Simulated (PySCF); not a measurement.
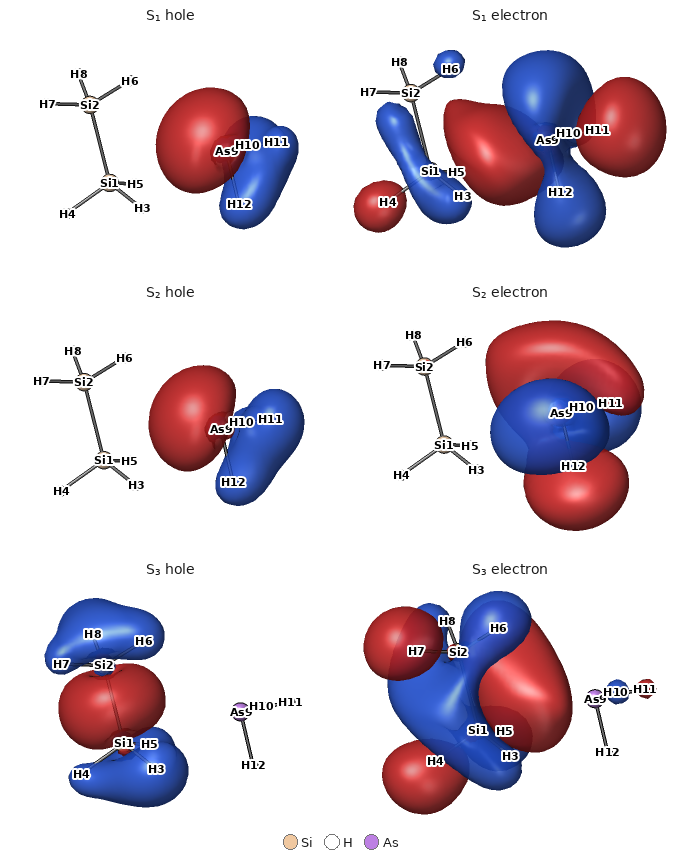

Figure. AsH9Si2, SMILES `[SiH3][SiH3].[AsH3]`. Leading natural transition orbitals (TDA singlet states).

Computed with PySCF, ωB97X/def2-SVP, geometry: an unrelaxed start of a pair search. Without diffuse functions Rydberg states are missing, so the states' numbers hold for this basis only.

Coordinates in Å:

```
Si1     -1.9354   -1.1919    0.0000
Si2     -2.2535    1.0956    0.0011
H3      -0.6561   -1.5912    0.6057
H4      -2.9844   -1.8963    0.7435
H5      -1.9546   -1.7584   -1.3529
H6      -1.0085    1.8529   -0.1711
H7      -2.8707    1.5718    1.2392
H8      -3.1553    1.5178   -1.0712
As9      1.9349    0.0879    0.0388
H10      1.7437   -0.3055   -1.3870
H11      3.3704    0.3800   -0.2555
H12      2.3094   -1.3233    0.3520
```

Q: Describe these excited states.

A: By state:
- S₁: 7.72 eV (161 nm), f = 0.175 (bright); the leading pair carries 88 %; hole on As9 (68 %), H10 (10 %) and H12 (7 %), electron on As9 (46 %), H11 (17 %) and Si1 (9 %); their centroids lie 0.2 Å apart; S₂ lies within 0.1 eV of it.
- S₂: 7.82 eV (159 nm), f = 0.100; the leading pair carries 73 %; hole on As9 (56 %), H11 (9 %) and Si1 and Si2 (9 % each), electron on As9 (46 %), H10 (13 %) and H12 (11 %) (shares are of the whole state, not of the leading pair alone); their centroids lie 0.2 Å apart; S₁, S₃ and S₄ lie within 0.1 eV of it.
- S₃: 7.87 eV (158 nm), f = 0.053; the leading pair carries 70 %; hole on Si1 and Si2 (27 % each), As9 (17 %) and H3 and H8 (5 % each), electron on Si1 (26 %), Si2 (24 %) and As9 (14 %) (shares are of the whole state, not of the leading pair alone); their centroids lie 0.1 Å apart; S₂ and S₄ lie within 0.1 eV of it.

The PySCF run took 6.2 min on 1 thread of Arm Neoverse V1 (shared host), peak memory 0.66 GiB.
